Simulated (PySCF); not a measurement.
## Electronic structure of C₂H₅N (ethanimine) in real space

The calculation's input:

```
{"job": {"kind": "sp", "xc": "wB97X", "basis": "ma-def2-TZVP", "d3": "d3bj", "grid": 2}, "charge": 0, "multiplicity": 1}
C      0.806213    -0.153048     0.050665
C     -0.523544     0.524463    -0.066697
N     -1.673407    -0.005894    -0.105206
H      1.339450     0.200790     0.948374
H      1.443638     0.100123    -0.812488
H      0.702754    -1.247321     0.107077
H     -0.483046     1.628010    -0.126394
H     -1.590128    -1.028622    -0.042535
```

Command:

```sh
OMP_NUM_THREADS=1 python redox_run.py task.json out
```

Geometry: PBE0-D3(BJ)/def2-SVP.

The calculation used DFT single point, gas phase, functional wB97X in PySCF 2.14.0, density-fitted response routines.

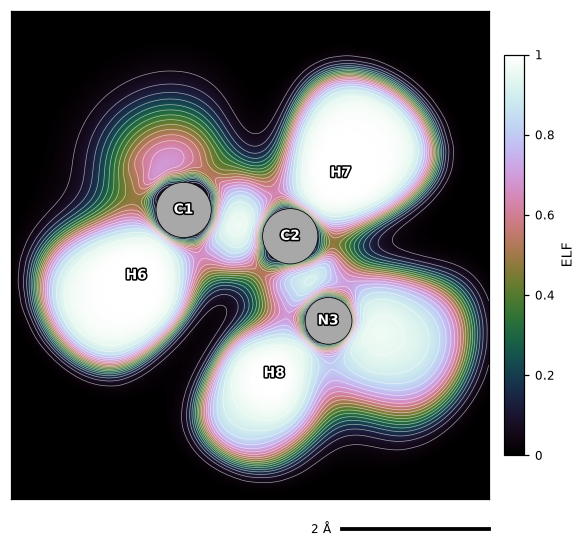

Figure 1. ELF on the plane of atoms N3, C2 and H7. Grey discs cover the atomic cores.

### Interpret the plot.

- The plane passes through C, N and H nuclei.
- C–N (1.27 Å): the ELF peaks at about 0.90 between the atoms (a short, multiple covalent bond).
- C–C (1.50 Å): the ELF peaks at about 0.95 between the atoms; localised, covalent bonding.
- N–H (1.03 Å): the ELF climbs to about 1 towards the hydrogen, as it does in any bond to H (an ordinary covalent bond to hydrogen).
- C–H (1.10 Å): the ELF climbs to about 1 towards the hydrogen: an ordinary covalent bond to hydrogen.
- The ELF also peaks beside N3, away from the bonds: lone-pair regions.

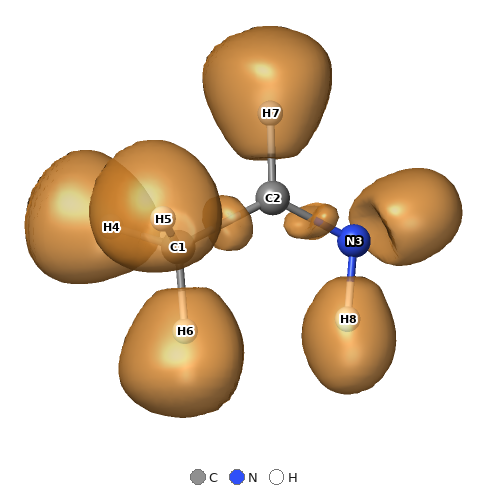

Figure 2. Isosurface of the electron localisation function at 0.85 (orange), seen at a tilt. Core shells and regions of very low density are left out.

### What do the ELF domains correspond to?

The ELF exceeds this value in one region between bonded C–C atoms (shared pairs), one region between bonded C–N atoms (shared pairs), five regions around hydrogen nuclei and one lobe on N, pointing away from the bonds (lone pairs).

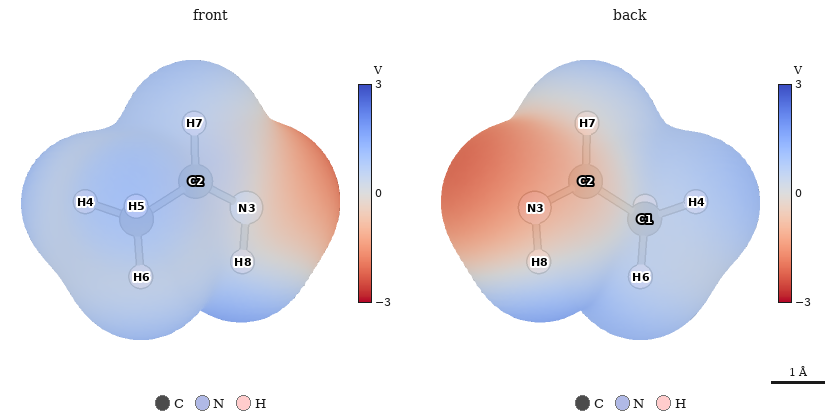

Figure 3. The electrostatic potential painted on the density surface at 0.002 e/bohr³, seen from the front and from behind; red is negative and blue positive.

### Describe the electrostatic potential map.

The most negative region (about −2.1 V) lies over N3, the most positive (about +1.4 V) over H8. N3 is the likeliest acceptor of a hydrogen bond.

### How polar is the molecule by this calculation?

Its dipole moment is 2.67 D.
